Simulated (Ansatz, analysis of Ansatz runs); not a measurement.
# Migration in Na3BrO (Pm-3m): V_Br hop (4.5 Å), charge +1

How high is the barrier when Br changes place in Na3BrO (Pm-3m)? The case: V_Br hop (4.5 Å), charge +1, in a cell of 80 host atoms with 1 Br taken out.

Calculated with Ansatz 0.2.0; plane-wave PAW DFT, PBEsol; nudged elastic band between two relaxed defect structures at fixed charge in a uniform background.

## (1) The structure

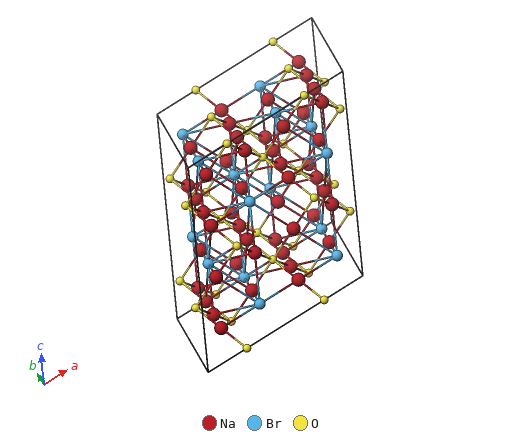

The starting structure, seen slightly off an axis (sodium red, bromine blue, oxygen yellow). Some periodic images of atoms are drawn too.

The cell holds 79 atoms: 48 Na, 15 Br and 16 O. Cell: a = 12.847 Å, b = 12.847 Å, c = 12.847 Å, α = 60.0°, β = 60.0°, γ = 60.0°. It derives from Na3BrO (space group Pm-3m). Nearest the centre at fractional (0.375, 0.625, 0.625): Na36 at 2.27 Å, Br38 at 2.27 Å, Na34 at 2.27 Å, Na75 at 2.27 Å, Na73 at 2.27 Å, O20 at 3.21 Å, O39 at 3.21 Å, O30 at 3.21 Å. The cell carries charge +1.

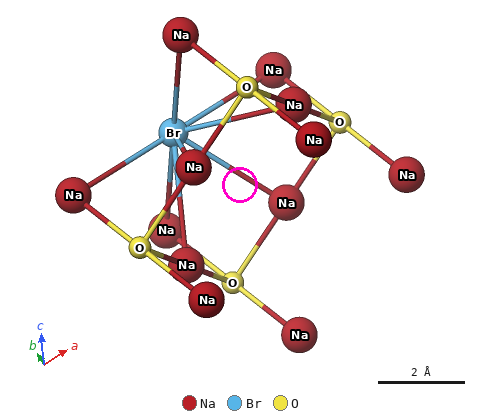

The atoms within 5 Å of the centre. A ring marks the middle of the ideal hop wherever no atom is near it.

The cell's shortest repeat is 12.8 Å.

## (2) Relaxation of the start point, charge +1

The ends come first: from an unrelaxed start the top is counted from too high an energy, and the barrier comes out too low. Small random displacements break the symmetry of the ideal sites, so that the defect can distort if it gains by it. The charge of +1 is set by the electron count, and a uniform background keeps the cell neutral.

Contents of qp1_c80k1s.start/input.yaml:

```yaml
crystal:
  lattice:
    - [0.0, 9.08406599, 9.08406599]
    - [9.08406599, 0.0, 9.08406599]
    - [9.08406599, 9.08406599, 0.0]
  atoms:
    - { symbol: Na, position: [0.0, 0.25, 0.25] }
    - { symbol: Na, position: [0.25, 0.0, 0.0] }
    - { symbol: Na, position: [0.0, 0.25, 0.0] }
    - { symbol: Na, position: [0.25, 0.0, 0.25] }
    - { symbol: Na, position: [0.0, 0.0, 0.25] }
    - { symbol: Na, position: [0.25, 0.25, 0.0] }
    - { symbol: Br, position: [0.0, 0.0, 0.0] }
    - { symbol: Br, position: [0.25, 0.25, 0.25] }
    - { symbol: O, position: [0.125, 0.125, 0.125] }
    - { symbol: O, position: [0.375, 0.375, 0.375] }
    - { symbol: Na, position: [0.0, 0.25, 0.75] }
    - { symbol: Na, position: [0.25, 0.0, 0.5] }
    - { symbol: Na, position: [0.0, 0.25, 0.5] }
    - { symbol: Na, position: [0.25, 0.0, 0.75] }
    - { symbol: Na, position: [0.0, 0.0, 0.75] }
    - { symbol: Na, position: [0.25, 0.25, 0.5] }
    - { symbol: Br, position: [0.0, 0.0, 0.5] }
    - { symbol: Br, position: [0.25, 0.25, 0.75] }
    - { symbol: O, position: [0.125, 0.125, 0.625] }
    - { symbol: O, position: [0.375, 0.375, 0.875] }
    - { symbol: Na, position: [0.0, 0.75, 0.25] }
    - { symbol: Na, position: [0.25, 0.5, 0.0] }
    - { symbol: Na, position: [0.0, 0.75, 0.0] }
    - { symbol: Na, position: [0.25, 0.5, 0.25] }
    - { symbol: Na, position: [0.0, 0.5, 0.25] }
    - { symbol: Na, position: [0.25, 0.75, 0.0] }
    - { symbol: Br, position: [0.0, 0.5, 0.0] }
    - { symbol: Br, position: [0.25, 0.75, 0.25] }
    - { symbol: O, position: [0.125, 0.625, 0.125] }
    - { symbol: O, position: [0.375, 0.875, 0.375] }
    - { symbol: Na, position: [0.0, 0.75, 0.75] }
    - { symbol: Na, position: [0.25, 0.5, 0.5] }
    - { symbol: Na, position: [0.0, 0.75, 0.5] }
    - { symbol: Na, position: [0.25, 0.5, 0.75] }
    - { symbol: Na, position: [0.0, 0.5, 0.75] }
    - { symbol: Na, position: [0.25, 0.75, 0.5] }
    - { symbol: Br, position: [0.0, 0.5, 0.5] }
    - { symbol: Br, position: [0.25, 0.75, 0.75] }
    - { symbol: O, position: [0.125, 0.625, 0.625] }
    - { symbol: O, position: [0.375, 0.875, 0.875] }
    - { symbol: Na, position: [0.5, 0.25, 0.25] }
    - { symbol: Na, position: [0.75, 0.0, 0.0] }
    - { symbol: Na, position: [0.5, 0.25, 0.0] }
    - { symbol: Na, position: [0.75, 0.0, 0.25] }
    - { symbol: Na, position: [0.5, 0.0, 0.25] }
    - { symbol: Na, position: [0.75, 0.25, 0.0] }
    - { symbol: Br, position: [0.5, 0.0, 0.0] }
    - { symbol: Br, position: [0.75, 0.25, 0.25] }
    - { symbol: O, position: [0.625, 0.125, 0.125] }
    - { symbol: O, position: [0.875, 0.375, 0.375] }
    - { symbol: Na, position: [0.5, 0.25, 0.75] }
    - { symbol: Na, position: [0.75, 0.0, 0.5] }
    - { symbol: Na, position: [0.5, 0.25, 0.5] }
    - { symbol: Na, position: [0.75, 0.0, 0.75] }
    - { symbol: Na, position: [0.5, 0.0, 0.75] }
    - { symbol: Na, position: [0.75, 0.25, 0.5] }
    - { symbol: Br, position: [0.5, 0.0, 0.5] }
    - { symbol: Br, position: [0.75, 0.25, 0.75] }
    - { symbol: O, position: [0.625, 0.125, 0.625] }
    - { symbol: O, position: [0.875, 0.375, 0.875] }
    - { symbol: Na, position: [0.5, 0.75, 0.25] }
    - { symbol: Na, position: [0.75, 0.5, 0.0] }
    - { symbol: Na, position: [0.5, 0.75, 0.0] }
    - { symbol: Na, position: [0.75, 0.5, 0.25] }
    - { symbol: Na, position: [0.5, 0.5, 0.25] }
    - { symbol: Na, position: [0.75, 0.75, 0.0] }
    - { symbol: Br, position: [0.5, 0.5, 0.0] }
    - { symbol: Br, position: [0.75, 0.75, 0.25] }
    - { symbol: O, position: [0.625, 0.625, 0.125] }
    - { symbol: O, position: [0.875, 0.875, 0.375] }
    - { symbol: Na, position: [0.5, 0.75, 0.75] }
    - { symbol: Na, position: [0.75, 0.5, 0.5] }
    - { symbol: Na, position: [0.5, 0.75, 0.5] }
    - { symbol: Na, position: [0.75, 0.5, 0.75] }
    - { symbol: Na, position: [0.5, 0.5, 0.75] }
    - { symbol: Na, position: [0.75, 0.75, 0.5] }
    - { symbol: Br, position: [0.75, 0.75, 0.75] }
    - { symbol: O, position: [0.625, 0.625, 0.625] }
    - { symbol: O, position: [0.875, 0.875, 0.875] }
total_charge: 1
basis:
  ecutwfc: 420
  xc_grid: 2
hamiltonian:
  xc: pbesol
kpoints:
  mp_grid: { grid: [1, 1, 1], shift: [0.25, 0.25, 0.25] }
scf:
  occupations: { method: fixed }
  max_iter: 100
output:
  forces: true
relax:
  f_tol: 0.02
  max_steps: 70
  random_displacement: { amplitude: 0.03, seed: 9434 }
```

Started as:

```sh
ansatz run input.yaml --threads 4 --pin off --max-ram 14131MiB --backend cpu --events-out ev --progress --plain --runs-dir out
```

Numbers of over 12 decimals in the logs are rounded to 6 here.

What it wrote:

```text
[... repeated set-up lines and file paths are left out, and long positions are rounded to six places ...]
The last accepted step is kept in <dir> (removed where the run ends without a failure and the disk answers)
Engine: ansatz 0.2.0, aarch64-unknown-linux-gnu
Pseudopotentials: kind: paw
Pseudopotential: Na, paw, valence charge 9, recommended cutoff 420 eV (normal), Na.paw.azcp
Pseudopotential: Br, paw, valence charge 7, recommended cutoff 420 eV (normal), Br.paw.azcp
Pseudopotential: O, paw, valence charge 6, recommended cutoff 420 eV (normal), O.paw.azcp
Functional definition: PBEsol
  exchange = pbesol_x
  correlation = pbesol_c
Crystal: 79 atoms, lattice volume = 1499.239 Å³
Basis set: ecut = 420 eV, 29363 PW (Γ), exchange–correlation on 180×180×180 points (8 copies of the dense FFT grid, shifted against one another)
Bands: 395, of which v1, the nominal top of the filled ones, is band 316 counted from 1 (315 counted from 0)
Symmetry: 1 space group operations
k-points: 1
Non-local potential: Na, projectors of the file, l = 0: 3, l = 1: 2, l = 2: 1
Non-local potential: Br, projectors of the file, l = 0: 2, l = 1: 2, l = 2: 2
Non-local potential: O, projectors of the file, l = 0: 2, l = 1: 2, l = 2: 1
PAW form: soft (Blöchl's): semilocal exchange-correlation on the pseudo side does not see the compensation charge
PAW frozen core: Na, regenerated for the run's functional, and the local potential with it (the file was generated under x = pbe(κ = 0.804, μ = 0.219515), c = pbe(β = 0.066725))
PAW frozen core: Br, regenerated for the run's functional, and the local potential with it (the file was generated under x = pbe(κ = 0.804, μ = 0.219515), c = pbe(β = 0.066725))
PAW frozen core: O, regenerated for the run's functional, and the local potential with it (the file was generated under x = pbe(κ = 0.804, μ = 0.219515), c = pbe(β = 0.066725))
PAW one-centre angular grid: Na, 110 points (default); XC on 64 Gauss nodes
PAW one-centre angular grid: Br, 110 points (default); XC on 64 Gauss nodes
PAW one-centre angular grid: O, 110 points (default); XC on 64 Gauss nodes
Initial density: superposition of atomic densities (neutral atoms scaled as one to the charged cell's electrons: chi_scale 0, normalization atom), corrected by the library's trained network
Initial wavefunctions: pseudopotential atomic-orbital guess
Functional: x = pbesol(κ = 0.804, μ = 0.123457), c = pbesol(β = 0.046)
SCF iter   1: F=—  HF=-120933.305024 eV  |F-HF|=—  |Δ(HF+E_count)|=         —  Δρ=4.70e-3  dr2=5.05e-1  ethr=1.77e-3  ⟨swp⟩=6.0  Hψ=1129  notcnv=0  defer=77
preconditioner: auto → Resta (q_TF=auto, 2.362 Å⁻¹)  ε∞=2.2  [insulator: Δε(μ)=1.531 eV  Ē_g=20.220 eV  n_scr=330 (ndim 8)  ℏωp=22.2 eV  f_vac=0.035  ε∞_Penn≈2.2]
SCF iter   2: F=—  HF=-120933.187561 eV  |F-HF|=—  |Δ(HF+E_count)|=   1.17e-1  Δρ=2.40e-3  dr2=1.63e-1  ethr=7.99e-5  ⟨swp⟩=2.0  Hψ=545  notcnv=0  defer=77
SCF iter   3: F=—  HF=-120933.160553 eV  |F-HF|=—  |Δ(HF+E_count)|=   2.70e-2  Δρ=1.84e-3  dr2=5.75e-2  ethr=2.59e-5  ⟨swp⟩=2.0  Hψ=436  notcnv=0  defer=77
SCF iter   4: F=—  HF=-120933.147733 eV  |F-HF|=—  |Δ(HF+E_count)|=   1.28e-2  Δρ=3.97e-4  dr2=4.77e-3  ethr=9.09e-6  ⟨swp⟩=2.0  Hψ=435  notcnv=0  defer=77
SCF iter   5: F=—  HF=-120933.149456 eV  |F-HF|=—  |Δ(HF+E_count)|=   1.72e-3  Δρ=2.52e-4  dr2=9.49e-4  ethr=7.55e-7  ⟨swp⟩=2.0  Hψ=505  notcnv=0  defer=77
SCF iter   6: F=—  HF=-120933.149429 eV  |F-HF|=—  |Δ(HF+E_count)|=   2.62e-5  Δρ=1.27e-4  dr2=2.95e-4  ethr=1.50e-7  ⟨swp⟩=2.0  Hψ=433  notcnv=0  defer=77
SCF iter   7: F=—  HF=-120933.149438 eV  |F-HF|=—  |Δ(HF+E_count)|=   8.25e-6  Δρ=3.94e-5  dr2=3.68e-5  ethr=4.67e-8  ⟨swp⟩=2.0  Hψ=369  notcnv=0  defer=77
SCF iter   8: F=-120933.149442 eV  HF=-120933.149448 eV  |F-HF|=6.09e-6  |Δ(HF+E_count)|=   1.07e-5  Δρ=2.36e-5  dr2=9.29e-6  ethr=1.58e-9  ⟨swp⟩=4.0  Hψ=1118  notcnv=0
SCF 1 converged in 8 iterations: F = -120933.149442 eV  dr2 = 9.29e-6
  greatest PAW one-centre occupation: 0.999 electrons in one spin orbital (limit 2), on the Na atom at site 55 (counted from 0), in its partial waves of l = 0
relax step   1: F+E_penalty+E_count = -120933.14944232 eV  Δ(F+E_penalty+E_count) = +0.000e0 eV  max|allowed force component| = 5.614e-1 eV/Å  Δτ_max = 0.0000 Å  (8 SCF iters, dr2 threshold 1.00e-5 eV, accepted)
[... the SCF cycles and remarks between the steps are left out from here to the last step ...]
relax step   2: F+E_penalty+E_count = -120933.57139783 eV  Δ(F+E_penalty+E_count) = -4.220e-1 eV  max|allowed force component| = 2.192e-1 eV/Å  Δτ_max = 0.1846 Å  (8 SCF iters, dr2 threshold 1.97e-5 eV, accepted)
relax step   3: F+E_penalty+E_count = -120933.63969357 eV  Δ(F+E_penalty+E_count) = -6.830e-2 eV  max|allowed force component| = 2.081e-2 eV/Å  Δτ_max = 0.0535 Å  (7 SCF iters, dr2 threshold 3.00e-6 eV, accepted)
SCF iter   1: F=—  HF=-120933.642668 eV  |F-HF|=—  |Δ(HF+E_count)|=         —  Δρ=7.30e-4  dr2=5.49e-3  ethr=1.15e-5  ⟨swp⟩=6.0  Hψ=578  notcnv=0  defer=77
SCF iter   2: F=—  HF=-120933.640843 eV  |F-HF|=—  |Δ(HF+E_count)|=   1.83e-3  Δρ=3.78e-4  dr2=1.43e-3  ethr=8.69e-7  ⟨swp⟩=1.0  Hψ=422  notcnv=0  defer=77
SCF iter   3: F=—  HF=-120933.640359 eV  |F-HF|=—  |Δ(HF+E_count)|=   4.83e-4  Δρ=2.23e-4  dr2=7.25e-4  ethr=2.26e-7  ⟨swp⟩=2.0  Hψ=589  notcnv=0  defer=77
SCF iter   4: F=—  HF=-120933.640254 eV  |F-HF|=—  |Δ(HF+E_count)|=   1.06e-4  Δρ=3.65e-5  dr2=1.89e-5  ethr=1.15e-7  ⟨swp⟩=2.0  Hψ=430  notcnv=0  defer=74
SCF iter   5: F=—  HF=-120933.641690 eV  |F-HF|=—  |Δ(HF+E_count)|=   1.44e-3  Δρ=8.07e-6  dr2=1.06e-6  ethr=2.99e-9  ⟨swp⟩=2.0  Hψ=430  notcnv=0  defer=74
SCF iter   6: F=—  HF=-120933.641691 eV  |F-HF|=—  |Δ(HF+E_count)|=   7.10e-7  Δρ=8.07e-6  dr2=9.57e-7  ethr=1.68e-10  ⟨swp⟩=2.0  Hψ=430  notcnv=0  defer=74
SCF iter   7: F=-120933.641691 eV  HF=-120933.641691 eV  |F-HF|=3.20e-8  |Δ(HF+E_count)|=   1.32e-7  Δρ=1.64e-6  dr2=4.28e-8  ethr=1.58e-11  ⟨swp⟩=2.0  Hψ=1133  notcnv=0
SCF 4 converged in 7 iterations: F = -120933.641691 eV  dr2 = 4.28e-8
relax step   4: F+E_penalty+E_count = -120933.64169076 eV  Δ(F+E_penalty+E_count) = -1.997e-3 eV  max|allowed force component| = 1.599e-3 eV/Å  Δτ_max = 0.0154 Å  (7 SCF iters, accepted)
SCF converged after 7 iterations
Free energy (F): -120933.641691 eV
Harris-Foulkes:  -120933.641691 eV  (|F-HF|=3.20e-8)
Internal energy: -120933.641691 eV  (E = F + TS)
E sigma→0 (E₀):  -120933.641691 eV
Fermi energy:    3.379169 eV
--- Per-component energies (eV) ---
  E_band       = -10184.159588
  E_kinetic    = 10609.513430
  E_local      = -72721.424651  (includes V_loc(G=0)·N_el)
  E_nonlocal   = 7401.616749
  E_hartree    = 26297.808576
  E_xc         = -6958.354471
  E_vxc        = -5472.327981  (∫ρ·V_xc dr)
  E_paw        = -47633.020832  (= ΣΔE_a)
  E_vpaw       = -2597.188763  (= ΣTr[D̂ρ^β])
  E_aug_tail   = 0.037749  (compensation charges beyond the density's cutoff)
  E_ewald      = -37934.392204
  E_core_change = 4.573962  (= ΣΔE_core)
  E_smearing   = -0.000000  (= −TS)
  E_closure    = 0.000000  (closes the sum)
  E_deformation_potential = 11.226495  (in the stress; not in F)
  Σ components = -120933.641691   (vs F -120933.641691, Δ=0.00e0)
--- Forces (eV/Å), atoms counted from 1 ---
  atom   1  Na    -0.00026107     0.00008669    -0.00053141
  atom   2  Na     0.00015268    -0.00008013     0.00034576
  [... 17 atoms left out ...]
  atom  20  O      0.00121079    -0.00037643    -0.00050133
  [... 9 atoms left out ...]
  atom  30  O      0.00082457    -0.00058249     0.00008858
  [... 1 atom left out ...]
  atom  32  Na     0.00040408     0.00078749     0.00064123
  [... 1 atom left out ...]
  atom  34  Na     0.00029461    -0.00029682     0.00051774
  [... 1 atom left out ...]
  atom  36  Na    -0.00007024     0.00090627    -0.00024244
  [... 1 atom left out ...]
  atom  38  Br     0.00081670     0.00015358     0.00022300
  atom  39  O      0.00052301    -0.00042834    -0.00008086
  [... 33 atoms left out ...]
  atom  73  Na     0.00005018     0.00013775    -0.00037635
  [... 1 atom left out ...]
  atom  75  Na    -0.00004338    -0.00052600     0.00020956
  [... 2 atoms left out ...]
  atom  78  O      0.00020489     0.00062078     0.00073229
  [... 1 atom left out ...]
  max |Σ_I F_I| component: 3.14e-5 eV/Å
--- Relaxed structure (4 steps of the walk, 4 accepted, 0 SCFs on fresh bases) ---
  F+E_penalty+E_count = -120933.64169076 eV   max|allowed force component| = 1.599e-3 eV/Å
  atoms:
    - { symbol: Na, position: [0.000564, 0.249564, 0.249784] }
    - { symbol: Na, position: [0.249506, -0.000131, 8.875028415353259e-5] }
    [... 17 atoms left out ...]
    - { symbol: O, position: [0.376269, 0.375851, 0.871932] }
    [... 9 atoms left out ...]
    - { symbol: O, position: [0.376215, 0.871690, 0.376139] }
    [... 1 atom left out ...]
    - { symbol: Na, position: [0.240745, 0.499782, 0.500175] }
    [... 1 atom left out ...]
    - { symbol: Na, position: [0.240816, 0.499845, 0.759512] }
    [... 1 atom left out ...]
    - { symbol: Na, position: [0.240738, 0.759303, 0.500024] }
    [... 1 atom left out ...]
    - { symbol: Br, position: [0.251924, 0.748104, 0.748381] }
    - { symbol: O, position: [0.128393, 0.623790, 0.624063] }
    [... 33 atoms left out ...]
    - { symbol: Na, position: [0.500200, 0.759206, 0.500080] }
    [... 1 atom left out ...]
    - { symbol: Na, position: [0.500347, 0.499692, 0.759512] }
    [... 2 atoms left out ...]
    - { symbol: O, position: [0.624149, 0.623821, 0.624073] }
    [... 1 atom left out ...]
```

It took 1.8 min on 4 threads of Arm Neoverse V1, shared host; peak memory 2.8 GiB; 7.1 min of CPU time.

The steps of the relaxation:

```
step  energy less that of the first step (eV)  largest force component (eV/Å)
   1                                   0.0000                          0.5614
   2                                  -0.4220                          0.2192
   3                                  -0.4903                          0.0208
   4                                  -0.4922                          0.0016
```

The atoms that moved most (Å, from the sites as typed, ahead of the random displacement, the mean shift of all atoms taken out):

```
atom      dx      dy      dz  length
Na61   0.000  -0.088   0.086   0.123
Na72   0.000   0.087   0.087   0.123
Na51   0.000   0.086  -0.088   0.123
Na32   0.000  -0.085  -0.087   0.122
Na36   0.085  -0.087   0.000   0.121
Na53  -0.086   0.000  -0.085   0.121
Na65  -0.085  -0.086   0.000   0.121
Na75   0.084   0.087   0.000   0.121
```

Neighbours of Br38 at the end:

```
atom  distance (Å)
Na34         3.192
Na73         3.193
Na36         3.194
Na75         3.195
Na71         3.213
Na22         3.214
Na12         3.214
Na31         3.214
Na15         3.234
Na23         3.234
Na26         3.234
Na14         3.235
```

This step gave:

```yaml
free_energy: -120933.6417 eV
r_m_s_move_of_the_farther_half_of_the_atoms: 0.01342 Å
largest_move_from_the_ideal_geometry_of_this_structure_a_common_shift_of_the_far_atoms_taken_out: 0.1267 Å
```

The relaxation gained 0.492 eV and ended with a largest force component of 0.0016 eV/Å.

(Part 1 of 4 ends here.)

[Logs are printed without paths, hosts, clocks, repeated set-up lines and the standing remarks that a program may print on its own settings, such as how far it seeks lower states.]

[Hosts, paths, dates, database ids (printed as entryN), source tags and the programs' standing remarks are cut or masked in the printed files.]
